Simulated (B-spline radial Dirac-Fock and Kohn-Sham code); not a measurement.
# An X-ray data sheet for Hf⁶³⁺, step by step

Wanted for Hf⁶³⁺: its X-ray form factor and Compton profile and the binding energy of each subshell.

The numbers are computed with B-spline radial Dirac-Fock and Kohn-Sham code (version 2): a free atom or ion on a radial basis; each step names its model.

## Step 1: What is computed

Hf⁶³⁺ in the configuration [He] 2s2 2p5.

```yaml
nuclear_charge: 72
electrons: 9
mass_number: 180
nuclear_rms_radius: 5.347 fm
```

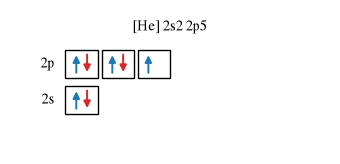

The shells outside the core; arrows follow Hund's rule for the drawing alone (heavy ions are jj-coupled), while the calculation averages over the configuration.

## Step 2: X-ray scattering functions

Model: Dirac-Fock average of configuration, finite nucleus; form factor of the spherical density, Waller-Hartree incoherent function, impulse-approximation Compton profiles.

Recorded inputs:

```ini
task = scatter
Z = 72
charge = 63
configuration = 1s2 2s2 2p5
mass_number = 180
rms_radius = 5.347  # fm
s = [0.0, 0.08, 0.1, 0.12, 0.14, 0.18, 0.22, 0.26, 0.32, 0.39, 0.48, 0.58, 0.71, 0.87, 1.06, 1.3, 1.58, 1.93, 2.36, 2.88, 3.52, 4.29, 5.24]  # 1/A
pz = [0, 0.1, 0.13, 0.18, 0.23, 0.31, 0.41, 0.55, 0.73, 0.97, 1.3, 1.7, 2.3, 3.0, 4.0, 5.3, 7.1, 9.4, 13.0, 17.0, 22.0]  # a.u.
photon_energy = [1000, 2000, 5000, 8047.8, 10000, 17479.3, 20000, 200000]  # eV
```

Results of the run (chosen fields of its result record, rounded):

```text
status: converged
form_factor [e]: [9.0, 8.9979, 8.9967, 8.9952, 8.9935, 8.9893, 8.984, 8.9777, 8.9662, 8.9499, 8.9243, 8.8898, 8.8355, 8.7546, 8.6391, 8.4648, 8.2251, 7.878, 7.3949, 6.7563, 5.9397, 4.9884, 3.9567]
incoherent: [1.1181e-11, 0.0025689, 0.0040134, 0.0057784, 0.0078636, 0.012993, 0.019399, 0.027077, 0.040967, 0.060748, 0.091776, 0.13352, 0.19894, 0.29617, 0.43429, 0.64105, 0.92228, 1.323, 1.8681, 2.5661, 3.4211, 4.3644, 5.3257]
compton_total [1/a.u.]: [0.18809, 0.18808, 0.18808, 0.18807, 0.18807, 0.18805, 0.18802, 0.18797, 0.18787, 0.18771, 0.18741, 0.18693, 0.18598, 0.18452, 0.1818, 0.17722, 0.16914, 0.15644, 0.13338, 0.10699, 0.07799]
shells: ["1s1/2", "2s1/2", "2p1/2", "2p3/2"]
occupation: [2.0, 2.0, 1.6667, 3.3333]
mean_momentum [a.u.]: [74.065, 27.19, 35.667, 31.945]
r2 [bohr^2]: 0.044845
r_inverse [1/bohr]: 302.49
r1 [bohr]: 0.54092
coherent [b]: [53.872, 53.833, 53.565, 53.062, 52.623, 50.181, 49.122, 5.3392]
incoherent_cross_section [b]: [0.00086385, 0.0034351, 0.021058, 0.053356, 0.081111, 0.23137, 0.29507, 2.6536]
radial_jk:
  2p: {"j0": [1.0, 0.99972, 0.99957, 0.99938, 0.99915, 0.9986, 0.99791, 0.99708, 0.99557, 0.99344, 0.99008, 0.98555, 0.97844, 0.96783, 0.95268, 0.92982, 0.89838, 0.85284, 0.78941, 0.70549, 0.59801, 0.47255, 0.33609], "j2": [0.0, 0.00011089, 0.00017324, 0.00024943, 0.00033943, 0.00056084, 0.00083731, 0.0011687, 0.001768, 0.0026214, 0.0039596, 0.0057592, 0.0085781, 0.012763, 0.018698, 0.027559, 0.039558, 0.056526, 0.079281, 0.10764, 0.14055, 0.17285, 0.19753], "r2": 0.0058786, "r4": 6.7607e-05, "r6": 1.2804e-06}
```

Form factor and incoherent function, every second point:

| s (1/Å) | f (e) | f / N | S(s) |
| --- | --- | --- | --- |
| 0 | 9.000 | 1.000 | 0 |
| 0.100 | 8.997 | 1.000 | 0.004013 |
| 0.140 | 8.994 | 0.999 | 0.007864 |
| 0.220 | 8.984 | 0.998 | 0.01940 |
| 0.320 | 8.966 | 0.996 | 0.04097 |
| 0.480 | 8.924 | 0.992 | 0.09178 |
| 0.710 | 8.836 | 0.982 | 0.1989 |
| 1.06 | 8.639 | 0.960 | 0.4343 |
| 1.58 | 8.225 | 0.914 | 0.9223 |
| 2.36 | 7.395 | 0.822 | 1.868 |
| 3.52 | 5.940 | 0.660 | 3.421 |
| 5.24 | 3.957 | 0.440 | 5.326 |

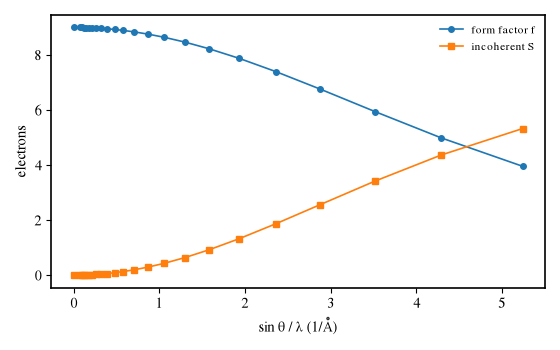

Form factor and incoherent scattering function.

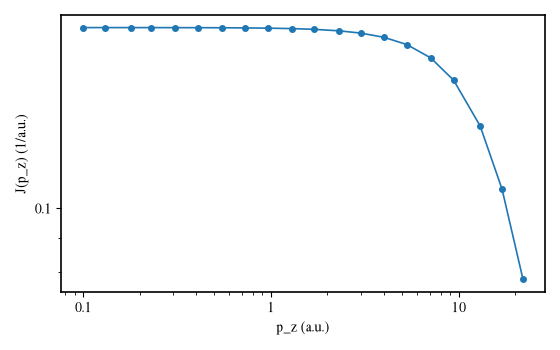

Compton profile, summed over all shells.

## Step 3: Hole states by ΔSCF

Model: Dirac-Fock average of configuration, Delta-SCF, finite nucleus, first-order Breit with its frequency dependence, self-energy and vacuum polarisation.

Recorded inputs:

```ini
task = binding
```

Results of the run (chosen fields of its result record, rounded):

```text
status: converged
shells: ["K", "L1", "L2,3"]
total_energy_parts [Ha]: [-9865.47249, 11.80539, -0.972714237, -0.198754161, 12.032705, -2.14150428]
koopmans [eV]: [71593.9, 16699.4, 15455.1]
dirac_coulomb [eV]: [71573.5, 16697.2, 15452.1]
gaunt [eV]: [-210.131, -23.0024, -30.9258]
retardation [eV]: [12.719, 1.6606, 4.26068]
breit_frequency [eV]: [2.56897, -0.258506, 1.09414]
self_energy [eV]: [-134.999, -20.3065, -1.38458]
vacuum_polarisation [eV]: [24.8103, 3.47505, 0.00570355]
binding [eV]: [71268.5, 16658.7, 15425.2]
mean_radius [bohr]: [0.0189554, 0.0780218, 0.0718045]
```

total_energy_parts: Dirac-Coulomb, Gaunt, retardation, frequency dependence, self-energy, vacuum polarisation. 

Each level as Koopmans' value plus corrections (eV):

| level | -ε | relaxation | Breit | QED | binding |
| --- | --- | --- | --- | --- | --- |
| K | 71593.9 | -20.44 | -194.84 | -110.19 | 71268.5 |
| L1 | 16699.4 | -2.22 | -21.60 | -16.83 | 16658.7 |
| L2,3 | 15455.1 | -2.92 | -25.57 | -1.38 | 15425.2 |

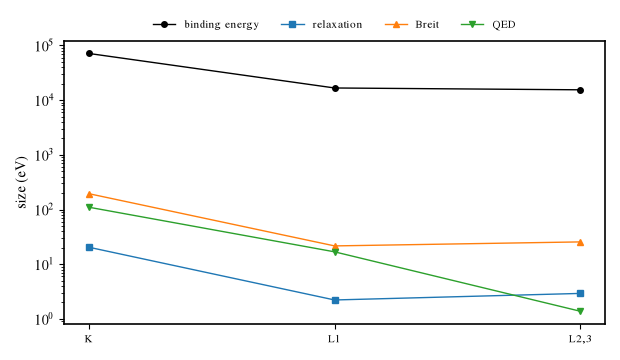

Binding energies and the sizes of their corrections, level by level (signs dropped).

## Step 4: Outcome

| quantity | value |
| --- | --- |
| rms radius of the electron cloud | 0.0706 bohr |
| form factor halves at | 4.7 1/Å |
| Compton profile at zero | 0.1881 1/a.u. |
| deepest level listed, K (1s) | 71268.5 eV |
| least bound, L2,3 (2p) | 15425.2 eV |
| ionisation energy, NIST (theoretical) | 14999.0 eV |

**Reading.** The form factor starts at the 9 electrons and halves by s = 4.7 1/Å. The K (1s) level lies 20.4 eV under Koopmans' value by relaxation alone; Breit gives -194.84 and QED -110.19 eV. NIST's ionisation energy differs by -426.19 eV from the least binding energy; the calculation averages open shells over their j components and terms. The Hartree-Fock and Dirac-Fock values hold no electron correlation.
